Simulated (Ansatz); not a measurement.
## Twisted graphene bilayer, 27.80° (52 atoms): support functions against a reference

Aim: test how closely localised support functions follow the reference on twisted graphene bilayer, 27.80° (52 atoms), and at what cost.

Main program and level: Ansatz 0.2.0; Kohn-Sham DFT, PBE+D4, PAW (set soft_2), plane waves.

### Step 1. Set-up

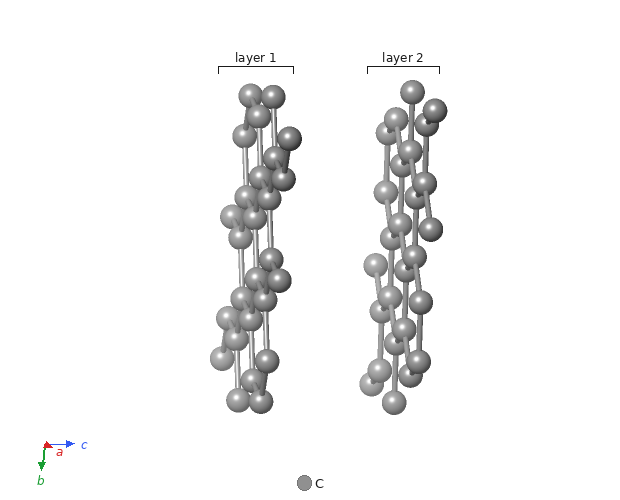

The cell as given, from the side, with the c axis across the page (carbon grey).

The cell holds 52 atoms: 52 C. Its edges and angles: a = 8.870 Å, b = 8.870 Å, c = 15.530 Å, α = 90.0°, β = 90.0°, γ = 120.0°. It derives from C (graphene). Graphene (a = 2.46 Å) under graphene (a = 2.46 Å), bilayer, commensurate cell of 13 unit cells a layer, twist 27.80 deg; facing planes 3.53 Å apart as built; 12 Å of vacuum; minimised with a classical potential. Regions: layer 1, 26 atoms (26 C); layer 2, 26 atoms (26 C). Vacuum lies along c.

What the set-up can't give: Beside vacuum, support functions can miss their usual error bounds without a warning.

### Step 2. Plane-wave single point

The first run fixes the reference, at a cutoff of 420 eV.

input.yaml reads:

```yaml
crystal:
  lattice:
    - [8.8697, 0.0, 0.0]
    - [-4.43485, 7.68139, 0.0]
    - [0.0, 0.0, 15.53]
  atoms:
    - { symbol: C, position: [0.12821, 0.17949, 0.39053] }
    - { symbol: C, position: [0.17949, 0.05128, 0.39053] }
    - { symbol: C, position: [0.20513, 0.48718, 0.39053] }
    - { symbol: C, position: [0.25641, 0.35897, 0.39056] }
    - { symbol: C, position: [0.28205, 0.79487, 0.39053] }
    - { symbol: C, position: [0.33333, 0.66667, 0.39051] }
    - { symbol: C, position: [0.35897, 0.10256, 0.39056] }
    - { symbol: C, position: [0.41026, 0.97436, 0.39053] }
    - { symbol: C, position: [0.4359, 0.41026, 0.39053] }
    - { symbol: C, position: [0.48718, 0.28205, 0.39053] }
    - { symbol: C, position: [0.51282, 0.71795, 0.39053] }
    - { symbol: C, position: [0.5641, 0.58974, 0.39053] }
    - { symbol: C, position: [0.58974, 0.02564, 0.39053] }
    - { symbol: C, position: [0.64103, 0.89744, 0.39056] }
    - { symbol: C, position: [0.66667, 0.33333, 0.39051] }
    - { symbol: C, position: [0.71795, 0.20513, 0.39053] }
    - { symbol: C, position: [0.74359, 0.64103, 0.39056] }
    - { symbol: C, position: [0.79487, 0.51282, 0.39053] }
    - { symbol: C, position: [0.82051, 0.94872, 0.39053] }
    - { symbol: C, position: [0.87179, 0.82051, 0.39053] }
    - { symbol: C, position: [0.89744, 0.25641, 0.39056] }
    - { symbol: C, position: [0.94872, 0.12821, 0.39053] }
    - { symbol: C, position: [0.97436, 0.5641, 0.39053] }
    - { symbol: C, position: [0.02564, 0.4359, 0.39053] }
    - { symbol: C, position: [0.05128, 0.87179, 0.39053] }
    - { symbol: C, position: [0.10256, 0.74359, 0.39056] }
    - { symbol: C, position: [0.74359, 0.10256, 0.60944] }
    - { symbol: C, position: [0.79487, 0.28205, 0.60947] }
    - { symbol: C, position: [0.66667, 0.33333, 0.60949] }
    - { symbol: C, position: [0.71795, 0.51282, 0.60947] }
    - { symbol: C, position: [0.4359, 0.02564, 0.60947] }
    - { symbol: C, position: [0.48718, 0.20513, 0.60947] }
    - { symbol: C, position: [0.58974, 0.5641, 0.60947] }
    - { symbol: C, position: [0.64103, 0.74359, 0.60944] }
    - { symbol: C, position: [0.35897, 0.25641, 0.60944] }
    - { symbol: C, position: [0.41026, 0.4359, 0.60947] }
    - { symbol: C, position: [0.12821, 0.94872, 0.60947] }
    - { symbol: C, position: [0.17949, 0.12821, 0.60947] }
    - { symbol: C, position: [0.51282, 0.79487, 0.60947] }
    - { symbol: C, position: [0.5641, 0.97436, 0.60947] }
    - { symbol: C, position: [0.28205, 0.48718, 0.60947] }
    - { symbol: C, position: [0.33333, 0.66667, 0.60949] }
    - { symbol: C, position: [0.05128, 0.17949, 0.60947] }
    - { symbol: C, position: [0.10256, 0.35897, 0.60944] }
    - { symbol: C, position: [0.82051, 0.87179, 0.60947] }
    - { symbol: C, position: [0.87179, 0.05128, 0.60947] }
    - { symbol: C, position: [0.20513, 0.71795, 0.60947] }
    - { symbol: C, position: [0.25641, 0.89744, 0.60944] }
    - { symbol: C, position: [0.97436, 0.41026, 0.60947] }
    - { symbol: C, position: [0.02564, 0.58974, 0.60947] }
    - { symbol: C, position: [0.89744, 0.64103, 0.60944] }
    - { symbol: C, position: [0.94872, 0.82051, 0.60947] }
kpoints:
  mp_grid: { grid: [2, 2, 1] }
hamiltonian:
  xc: pbe
  dispersion: d4
scf:
  occupations: { method: gaussian, width: 0.025 }
output:
  forces: true
  populations: true
  dos:
    method: { smearing: { sigma: 0.1 } }
    de: 0.1
    projected:
      site_lists:
        C: [C]
        layer_1: [0, 1, 2, 3, 4, 5, 6, 7, 8, 9, 10, 11, 12, 13, 14, 15, 16, 17, 18, 19, 20, 21, 22, 23, 24, 25]
        layer_2: [26, 27, 28, 29, 30, 31, 32, 33, 34, 35, 36, 37, 38, 39, 40, 41, 42, 43, 44, 45, 46, 47, 48, 49, 50, 51]
  eigenvalues: true
  write_density: true
  write_potential: true
  volumetric_format: npy
```

On the command line:

```
$ ansatz run input.yaml --threads 4 --pin off --max-ram 8192MiB --backend cpu --events-out ev --progress --plain --runs-dir out
```

Numbers of over 12 decimals in the logs are rounded to 6 here.

The log of the run:

```text
Warning: the atoms were moved onto the symmetric positions of the space group found under crystal.symmetry.tolerance 1.0e-5 (fractional; no operation is sought that the atoms, as they stand in a round, miss by more than twice it, and no atom is moved by as much as it), and the run uses the moved positions. [...]
Engine: ansatz 0.2.0, aarch64-unknown-linux-gnu
Pseudopotentials: kind: paw
Pseudopotential: C, paw, valence charge 4, recommended cutoff 420 eV (normal), C.paw.azcp
Functional definition: PBE
  parameter kappa = 0.804
  parameter beta = 0.066725
  exchange = pbe_x(kappa = kappa, mu = beta*pi^2/3)
  correlation = pbe_c(beta = beta)
Crystal: 52 atoms, lattice volume = 1058.084 Å³
Basis set: ecut = 420 eV, 20637 PW (Γ), exchange–correlation on 120×120×216 points (8 copies of the dense FFT grid, shifted against one another)
Bands: 156, of which v1, the nominal top of the filled ones, is band 104 counted from 1 (103 counted from 0)
Symmetry: 12 space group operations
Space group: P622 (ITA 177), of the structure as read, at distance tolerance 1.0e-4 Å
k-points: 2 of 4
Non-local potential: C, projectors of the file, l = 0: 2, l = 1: 2, l = 2: 1
PAW form: soft (Blöchl's): semilocal exchange-correlation on the pseudo side does not see the compensation charge
PAW one-centre angular grid: C, 110 points (default); XC on 64 Gauss nodes
Initial density: superposition of atomic densities (neutral atoms: chi_scale 0, normalization atom), corrected by the library's trained network
Initial wavefunctions: pseudopotential atomic-orbital guess
Functional: x = pbe(κ = 0.804, μ = 0.219515), c = pbe(β = 0.066725)
SCF iter   1: F=—  HF=-13056.244872 eV  |F-HF|=—  |Δ(HF+E_count)|=         —  Δρ=2.42e-3  dr2=7.18e-2  ethr=1.77e-3  ⟨swp⟩=10.5  Hψ=2047  notcnv=0  defer=57
preconditioner: auto → Resta (q_TF=auto, 2.080 Å⁻¹)  ε∞=2.2  [insulator: Δε(μ)=2.698 eV  Ē_g=15.135 eV  σ=0.025 eV  W_gap=1.00  n_scr=148 (ndim 8)  ℏωp=16.5 eV  f_vac=0.552  D(μ)=0.00/eV (n_scr^D=0)  ε∞_Penn≈2.2  vacuum switching on, ρ_ref=1.7e-2 e/Å³]
SCF iter   2: F=—  HF=-13056.235643 eV  |F-HF|=—  |Δ(HF+E_count)|=   9.23e-3  Δρ=1.15e-3  dr2=1.41e-2  ethr=3.45e-5  ⟨swp⟩=2.5  Hψ=523  notcnv=0  defer=92
SCF iter   3: F=—  HF=-13056.236891 eV  |F-HF|=—  |Δ(HF+E_count)|=   1.25e-3  Δρ=1.95e-4  dr2=3.02e-4  ethr=6.79e-6  ⟨swp⟩=2.0  Hψ=440  notcnv=0  defer=92
SCF iter   4: F=—  HF=-13056.237510 eV  |F-HF|=—  |Δ(HF+E_count)|=   6.19e-4  Δρ=5.50e-5  dr2=3.75e-5  ethr=1.45e-7  ⟨swp⟩=2.0  Hψ=394  notcnv=0  defer=92
SCF iter   5: F=—  HF=-13056.238571 eV  |F-HF|=—  |Δ(HF+E_count)|=   1.06e-3  Δρ=2.30e-5  dr2=1.18e-5  ethr=1.80e-8  ⟨swp⟩=2.0  Hψ=426  notcnv=0  defer=92
SCF iter   6: F=—  HF=-13056.238568 eV  |F-HF|=—  |Δ(HF+E_count)|=   2.50e-6  Δρ=6.77e-6  dr2=6.32e-7  ethr=5.66e-9  ⟨swp⟩=2.0  Hψ=372  notcnv=0  defer=92
SCF iter   7: F=—  HF=-13056.238570 eV  |F-HF|=—  |Δ(HF+E_count)|=   1.74e-6  Δρ=3.00e-6  dr2=1.73e-7  ethr=4.81e-11  ⟨swp⟩=29.5  Hψ=3649  notcnv=0
SCF iter   8: F=-13056.238570 eV  HF=-13056.238570 eV  |F-HF|=9.27e-9  |Δ(HF+E_count)|=   4.03e-7  Δρ=5.36e-7  dr2=2.03e-9  ethr=4.81e-11  ⟨swp⟩=15.5  Hψ=2288  notcnv=0
SCF 1 converged in 8 iterations: F = -13056.238570 eV  dr2 = 2.03e-9
  greatest PAW one-centre occupation: 0.674 electrons in one spin orbital (limit 2), on the C atom at site 49 (counted from 0), in its partial waves of l = 0
WARN: The output density's exchange-correlation potential varies sharply where the density is thin. Do not read a vacuum level from v_tot or v_xc, or from such a field of the output density. On a cell that repeats whose density bears no net charge and no dipole along the vacuum's axis use v_es (v_loc + v_h of the components); [...]
SCF converged after 8 iterations
Free energy (F): -13056.238570 eV
Harris-Foulkes:  -13056.238570 eV  (|F-HF|=9.27e-9)
Internal energy: -13056.238570 eV  (E = F + TS)
E sigma→0 (E₀):  -13056.238570 eV
Fermi energy:    0.647830 eV
--- Per-component energies (eV) ---
  E_band       = -1776.225892
  E_kinetic    = 4735.656291
  E_local      = -62987.074383  (includes V_loc(G=0)·N_el)
  E_nonlocal   = 1421.906968
  E_hartree    = 29250.623747
  E_xc         = -2498.198676
  E_vxc        = -3093.060297  (∫ρ·V_xc dr)
  E_paw        = -5166.806074  (= ΣΔE_a)
  E_vpaw       = -354.907019  (= ΣTr[D̂ρ^β])
  E_aug_tail   = 0.000400  (compensation charges beyond the density's cutoff)
  E_ewald      = 22194.919689
  E_disp       = -7.266531  (pairwise vdW)
  E_smearing   = -0.000000  (= −TS)
  E_closure    = -0.000000  (closes the sum)
  Σ components = -13056.238570   (vs F -13056.238570, Δ=0.00e0)
--- Forces (eV/Å), atoms counted from 1 ---
  atom   1  C      0.00255770     0.00546231    -0.00503560
  atom   2  C      0.00600935     0.00051612    -0.00503560
  atom   3  C     -0.01258111     0.00801933    -0.00229197
  atom   4  C     -0.00204391    -0.01131875     0.00180129
  atom   5  C      0.01323550     0.00688590    -0.00229197
  atom   6  C      0.00000000    -0.00000000    -0.01005974
  atom   7  C     -0.01082428    -0.00388930     0.00180129
  atom   8  C     -0.00175495    -0.01236056    -0.00429013
  atom   9  C      0.00982709    -0.00770011    -0.00429013
  atom  10  C      0.00065439     0.01490522    -0.00229197
  atom  11  C     -0.00065439    -0.01490522    -0.00229197
  atom  12  C     -0.00982709     0.00770011    -0.00429013
  atom  13  C      0.00175495     0.01236056    -0.00429013
  atom  14  C      0.01082428     0.00388930     0.00180129
[...]
atom  51  C     -0.00204391     0.01131875    -0.00180129
  atom  52  C      0.00255770    -0.00546231     0.00503560
  max |Σ_I F_I| component: 1.43e-17 eV/Å
--- Band table (eV) ---
  k-point 0: bands = ["-19.0101", "-18.8745", "-17.1978", "-17.1978", [... 140 levels ...], "8.0713", "8.0713", "8.0714", "8.0714", "8.0725", "8.0726", "8.1586", "9.0146", "9.0146", "9.0147", "9.0147", "9.1893"]
  k-point 1: bands = ["-18.5532", "-18.5531", "-18.4213", "-18.4213", [... 140 levels ...], "8.3333", "8.3334", "8.4856", "8.4866", "8.4878", "8.4886", "8.7425", "8.7428", "8.8435", "8.8490", "8.8506", "8.8544"]
--- Löwdin populations: 52 sites ---
  site symbol       q [e]
     0      C      3.9610
     1      C      3.9610
     2      C      3.9611
[...]
51      C      3.9610
  spilling = 0.009755 (of n_electrons = 208.000000)
```

The job ended after 13 s (4 threads of Arm Neoverse V2, shared host; peak memory 1.9 GiB).

The program notes that positions were snapped to a detected symmetry and the exchange-correlation potential is rough where the density is thin.

Read from the output:

```
free energy                                   : -13056.2386 eV
free energy per atom                          : -251.0815 eV/atom
SCF cycles                                    : 8
r.m.s. force component                        : 0.00698 eV/Å
longest force                                 : 0.01509 eV/Å
Fermi energy                                  : 0.6478 eV
potential in mid-vacuum, over the Fermi level : 4.238 eV
potential 4.5 Å over the upper face           : 4.239 eV
potential 4.5 Å under the lower face          : 4.238 eV
spilling of the projection                    : 0.009755
```

The r.m.s. force component of 0.0070 eV/Å sets the scale for the differences below.

### Step 3. Support functions medium

The cell is solved in localised support functions. The level medium gives here a grid of 48×48×72 points and a radius of 3.48 Å.

This step: Kohn-Sham DFT, PBE+D4, PAW (set soft_2), localised support functions (medium) (Ansatz 0.2.0).

input.yaml, the sections that differ from step 2:

```yaml
scf:
  occupations: { method: gaussian, width: 0.025 }
  eigensolver: { kind: { support_functions: { accuracy: medium } } }
  mixing: { beta: 0.4 }
  max_iter: 150
output:
  forces: true
  eigenvalues: true
# crystal, kpoints, hamiltonian: as in step 2
```

The log of the run:

```text
Warning: scf.eigensolver.kind.support_functions: disabling space-group detection — the functions' gradient is summed over unrotated k-points, so no spatial operation reduces the k-mesh or symmetrises the density; time reversal is kept, so that k and −k are solved as one point where they differ and the mesh holds both, and exact exchange and, on two spinor components, a DFT+U term hold to it where the run has them: [...]
settings of this run that can trade accuracy for cost: scf.eigensolver.kind.support_functions [...]
[...]
Crystal: 52 atoms, lattice volume = 1058.084 Å³
Basis set: ecut = 420 eV, 20637 PW (Γ), exchange–correlation on 128×128×216 points (8 copies of the dense FFT grid, shifted against one another)
Bands: 125, of which v1, the nominal top of the filled ones, is band 104 counted from 1 (103 counted from 0)
Symmetry: 1 space group operations
k-points: 4
[...]
Eigensolver: Support functions (medium, 48×48×72 points, laid for a spacing of at most 0.228497 Å, radius 3.484186 Å, 36 sites without an atom, 1 species' potentials softened for the grid, 1 wholly corrected for its errors in the mean over positions, 1 with the egg-box correction, energy correction by stochastic trace)
[...]
SCF iter   1: F=—  HF=-13068.454960 eV  |F-HF|=—  |Δ(HF+E_count)|=         —  Δρ=7.06e-2  dr2=5.14e1  ethr=1.00e-1
[...]
SCF iter  10: F=—  HF=-13056.427948 eV  |F-HF|=—  |Δ(HF+E_count)|=   3.89e-4  Δρ=2.04e-5  dr2=2.88e-6  ethr=2.08e-8  κ⁻¹=1.8e-8(r=7)
SCF iter  11: F=-13056.428220 eV  HF=-13056.428220 eV  |F-HF|=7.99e-7  |Δ(HF+E_count)|=   2.71e-4  Δρ=9.18e-6  dr2=7.40e-7  ethr=1.38e-9
SCF 1 converged in 11 iterations: F = -13056.430480 eV  dr2 = 7.40e-7
[...]
SCF converged after 11 iterations
Stability not checked: this state was not tested for a lower state beside it, because the mixer in use, unlike msr1, does not test its closes by its own steps (another_mixer; see scf.mixing.algorithm and scf.lower_state_search)
Free energy (F): -13056.430480 eV
[...]
Internal energy: -13056.430480 eV  (E = F + TS)
E sigma→0 (E₀):  -13056.430480 eV
Fermi energy:    0.647157 eV
[...]
Σ components = -13056.430480   (vs F -13056.430480, Δ=0.00e0)
--- Forces (eV/Å), atoms counted from 1 ---
  atom   1  C      0.00253437     0.00530659    -0.00545420
  atom   2  C      0.00581769     0.00066546    -0.00554646
  atom   3  C     -0.01318342     0.00835173    -0.00263156
  atom   4  C     -0.00201742    -0.01120209     0.00146634
[...]
atom  52  C      0.00246711    -0.00549993     0.00550343
  max |Σ_I F_I| component: 1.49e-3 eV/Å
--- Band table (eV) ---
[...]
```

It took 86 s on 4 threads; peak memory 2.5 GiB.

The program notes that the band table was not solved further than the SCF left it and it switched symmetry off.

Keys that differ from the reference: support_functions.accuracy = "medium", scf.max_iter = 150 and scf.mixing.beta = 0.4.

Forces differ from the reference by 0.63 meV/Å r.m.s.; the energy by -3.7 meV/atom. It took 86 s and 11 cycles; the reference's time can't be set against it, since the two runs asked for unlike analyses.

### Step 4. Support functions low

The level low is asked for. Here it resolves to the same grid and radius as in the run with support functions medium, so the basis is not new.

This step: Kohn-Sham DFT, PBE+D4, PAW (set soft_2), localised support functions (low) (Ansatz 0.2.0).

input.yaml, the sections that differ from step 3:

```yaml
scf:
  occupations: { method: gaussian, width: 0.025 }
  eigensolver: { kind: { support_functions: { accuracy: low } } }
  mixing: { beta: 0.4 }
  max_iter: 150
# crystal, kpoints, hamiltonian, output: as in step 3
```

The log of the run:

```text
[...]
Crystal: 52 atoms, lattice volume = 1058.084 Å³
Basis set: ecut = 420 eV, 20637 PW (Γ), exchange–correlation on 128×128×216 points (8 copies of the dense FFT grid, shifted against one another)
Bands: 125, of which v1, the nominal top of the filled ones, is band 104 counted from 1 (103 counted from 0)
Symmetry: 1 space group operations
k-points: 4
[...]
Eigensolver: Support functions (low, 48×48×72 points, laid for a spacing of at most 0.228497 Å, radius 3.484186 Å, 36 sites without an atom, 1 species' potentials softened for the grid, 1 wholly corrected for its errors in the mean over positions, 1 with the egg-box correction, energy correction by stochastic trace)
[...]
SCF iter   1: F=—  HF=-13068.458424 eV  |F-HF|=—  |Δ(HF+E_count)|=         —  Δρ=7.06e-2  dr2=5.14e1  ethr=1.00e-1
[...]
SCF iter   9: F=—  HF=-13056.427339 eV  |F-HF|=—  |Δ(HF+E_count)|=   1.04e-3  Δρ=8.00e-5  dr2=4.53e-5  ethr=2.39e-7  κ⁻¹=4.6e-8(r=7)
SCF iter  10: F=-13056.427758 eV  HF=-13056.427753 eV  |F-HF|=4.84e-6  |Δ(HF+E_count)|=   4.13e-4  Δρ=2.12e-5  dr2=2.89e-6  ethr=2.18e-8
SCF 1 converged in 10 iterations: F = -13056.430479 eV  dr2 = 2.89e-6
[...]
SCF converged after 10 iterations
[...]
Free energy (F): -13056.430479 eV
[...]
Internal energy: -13056.430479 eV  (E = F + TS)
E sigma→0 (E₀):  -13056.430479 eV
Fermi energy:    0.647430 eV
[...]
Σ components = -13056.430479   (vs F -13056.430479, Δ=0.00e0)
--- Forces (eV/Å), atoms counted from 1 ---
  atom   1  C      0.00249573     0.00522423    -0.00532710
  atom   2  C      0.00585778     0.00068661    -0.00548740
  atom   3  C     -0.01308383     0.00829690    -0.00240665
  atom   4  C     -0.00206669    -0.01107934     0.00164784
[...]
atom  52  C      0.00239314    -0.00537841     0.00550785
  max |Σ_I F_I| component: 3.00e-4 eV/Å
--- Band table (eV) ---
[...]
```

Run time: 74 s. Hardware: 4 threads; peak memory 2.4 GiB.

Keys that differ from the reference: support_functions.accuracy = "low", scf.max_iter = 150 and scf.mixing.beta = 0.4.

Forces differ from the reference by 0.62 meV/Å r.m.s.; the energy by -3.7 meV/atom. It took 74 s and 10 cycles; the reference's time can't be set against it, since the two runs asked for unlike analyses.

### Step 5. Support functions high

The cell is solved in localised support functions. The level high gives here a grid of 54×54×90 points and a radius of 4.17 Å.

This step: Kohn-Sham DFT, PBE+D4, PAW (set soft_2), localised support functions (high) (Ansatz 0.2.0).

input.yaml, the sections that differ from step 4:

```yaml
scf:
  occupations: { method: gaussian, width: 0.025 }
  eigensolver: { kind: { support_functions: { accuracy: high } } }
  mixing: { beta: 0.4 }
  max_iter: 150
# crystal, kpoints, hamiltonian, output: as in step 4
```

The log of the run:

```text
[...]
Crystal: 52 atoms, lattice volume = 1058.084 Å³
Basis set: ecut = 420 eV, 20637 PW (Γ), exchange–correlation on 144×144×240 points (8 copies of the dense FFT grid, shifted against one another)
Bands: 125, of which v1, the nominal top of the filled ones, is band 104 counted from 1 (103 counted from 0)
Symmetry: 1 space group operations
k-points: 4
[...]
Eigensolver: Support functions (high, 54×54×90 points, laid for a spacing of at most 0.176269 Å, radius 4.169933 Å, 31 sites without an atom, 1 species' potentials softened for the grid, 1 wholly corrected for its errors in the mean over positions, 1 with the egg-box correction, energy correction by stochastic trace)
[...]
SCF iter   1: F=—  HF=-13069.145962 eV  |F-HF|=—  |Δ(HF+E_count)|=         —  Δρ=7.10e-2  dr2=5.25e1  ethr=1.00e-1
[...]
SCF iter  14: F=—  HF=-13056.431333 eV  |F-HF|=—  |Δ(HF+E_count)|=   4.49e-5  Δρ=7.07e-7  dr2=1.38e-8  ethr=1.75e-11  κ⁻¹=1.5e-6(r=7)
SCF iter  15: F=-13056.431371 eV  HF=-13056.431371 eV  |F-HF|=1.22e-9  |Δ(HF+E_count)|=   3.80e-5  Δρ=3.73e-7  dr2=1.09e-9  ethr=6.66e-12
SCF 1 converged in 15 iterations: F = -13056.431941 eV  dr2 = 1.09e-9
[...]
SCF converged after 15 iterations
[...]
Free energy (F): -13056.431941 eV
[...]
Internal energy: -13056.431941 eV  (E = F + TS)
E sigma→0 (E₀):  -13056.431941 eV
Fermi energy:    0.647413 eV
[...]
Σ components = -13056.431941   (vs F -13056.431941, Δ=0.00e0)
--- Forces (eV/Å), atoms counted from 1 ---
  atom   1  C      0.00257834     0.00549074    -0.00534846
  atom   2  C      0.00597707     0.00056315    -0.00532802
  atom   3  C     -0.01299173     0.00852218    -0.00250423
  atom   4  C     -0.00201643    -0.01127107     0.00169998
[...]
atom  52  C      0.00253025    -0.00545443     0.00532546
  max |Σ_I F_I| component: 8.66e-5 eV/Å
--- Band table (eV) ---
[...]
```

It took 3.8 min on 4 threads; peak memory 4.2 GiB; 15 min of CPU time.

Keys that differ from the reference: support_functions.accuracy = "high", scf.max_iter = 150 and scf.mixing.beta = 0.4.

Forces differ from the reference by 0.62 meV/Å r.m.s.; the energy by -3.7 meV/atom. It took 3.8 min and 15 cycles; the reference's time can't be set against it, since the two runs asked for unlike analyses.

[end of part 1 of 3]

[Logs are printed without paths, hosts, clocks, repeated set-up lines and the standing remarks that a program may print on its own settings, such as how far it seeks lower states.]

[Hosts, paths, dates, database ids (printed as entryN), source tags and the programs' standing remarks are cut or masked in the printed files.]
